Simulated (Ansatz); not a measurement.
**H6OSi2···AsH3: density, localisation and related maps**

Input

```
crystal:
  periodic: [false, false, false]
  atoms:
    - { symbol: Si, position_ang: [-0.452129, 0.260588, 1.312561] }
    - { symbol: Si, position_ang: [0.088138, -1.746923, 0.42505] }
    - { symbol: H, position_ang: [-1.784505, 0.767582, 0.807618] }
    - { symbol: H, position_ang: [-0.610844, 0.100173, 2.808578] }
    - { symbol: O, position_ang: [0.806035, 1.348985, 0.984048] }
    - { symbol: H, position_ang: [0.834867, -0.009951, -1.536047] }
    - { symbol: As, position_ang: [0.569037, 1.423114, -1.949996] }
    - { symbol: H, position_ang: [-0.347138, -2.826511, 1.383809] }
    - { symbol: H, position_ang: [-0.582382, -2.016868, -0.89301] }
    - { symbol: H, position_ang: [1.578923, -1.857918, 0.261479] }
    - { symbol: H, position_ang: [0.643964, 2.263719, 1.273806] }
    - { symbol: H, position_ang: [0.162247, 0.963619, -3.378291] }
    - { symbol: H, position_ang: [-0.906312, 1.33019, -1.499404] }
basis:
  gaussian: { orbitals: def2-SVP }
hamiltonian:
  xc: pbe
relax:
  f_tol: 0.03
  max_steps: 50
output:
  orbitals: {}
```

Run with:

```sh
ansatz run input.yaml --threads 4 --pin off --max-ram 5120MiB --backend cpu --events-out ev --progress --plain --runs-dir out
```

The fields are those of the run's last geometry, not of the input's.

All numbers below come from RKS PBE/def2-SVP (Ansatz).

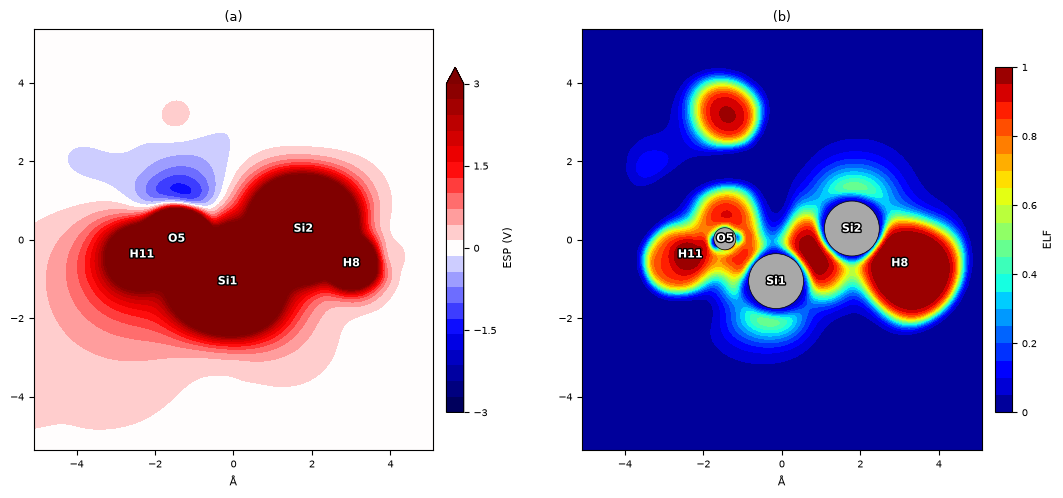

Figure 1. (a) electrostatic potential; (b) electron localisation function on the plane of atoms Si1, Si2 and H8. Grey discs cover the atomic cores in the ELF map.

> Read the bonding off the picture.

Atoms in the plane: Si, O and H.
Si–O (1.70 Å): the ELF peaks at about 0.85 between the atoms: a polar covalent bond.
Si–Si (2.35 Å): the ELF peaks at about 1 between the atoms: a shared electron pair.
O–H (0.97 Å): the ELF climbs to about 1 towards the hydrogen, as it does in any bond to H; an ordinary covalent bond to hydrogen.
Si–H (1.51 Å): the ELF climbs to about 1 towards the hydrogen.
The ELF also peaks beside O5, away from the bonds: lone-pair regions.
Outside the dense part of the complex the potential is most negative (−1.4 V) near O5.

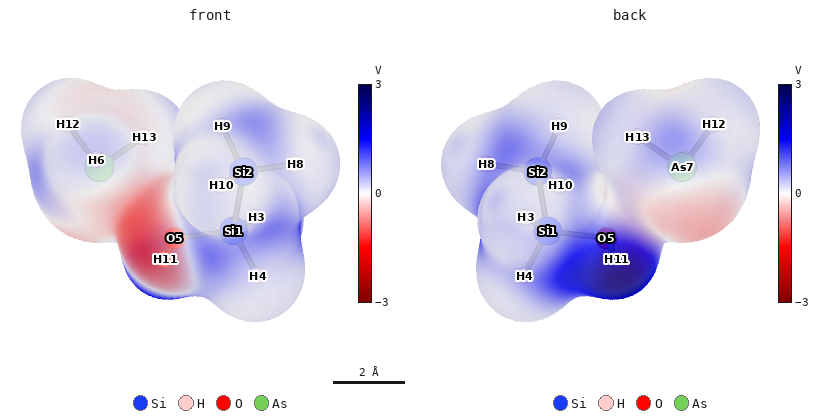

Figure 2. The molecular electrostatic potential painted on the density surface at 0.002 e/bohr³, seen from the front and from behind; red is negative and blue positive.

> Describe the electrostatic potential map.

The most negative region (about −1.2 V) lies over O5, the most positive (about +2.4 V) over H11. O5 is the likeliest acceptor of a hydrogen bond.

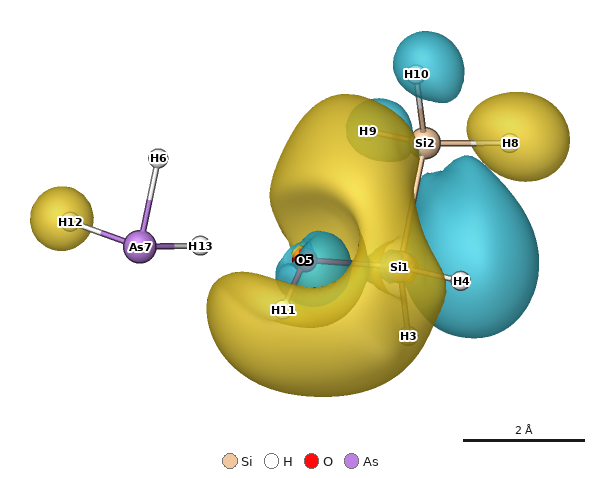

Figure 3. The LUMO at ±0.08 Å⁻³ᐟ² (yellow and cyan are the two phases), seen at a tilt.

> What is the character of this orbital?

It lies mainly on Si1 (about 35 %), Si2 (about 20 %), O5 (about 10 %) and H11 (about 10 %). Its energy is −1.08 eV.

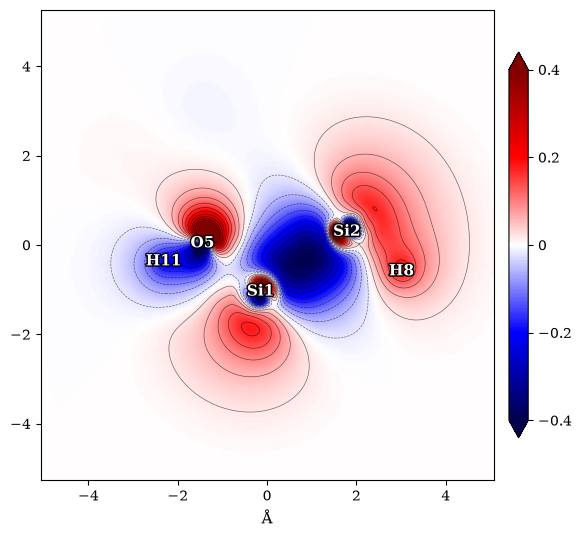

Figure 4. The HOMO−1 on the plane of atoms Si2, Si1 and O5 (values in Å⁻³ᐟ²; the overall sign is arbitrary).

> Describe this orbital and give its energy.

Its weight (Hirshfeld) is mainly on Si1 (about 25 %), Si2 (about 25 %), O5 (about 20 %) and H4 (about 15 %). Its energy is −7.01 eV.
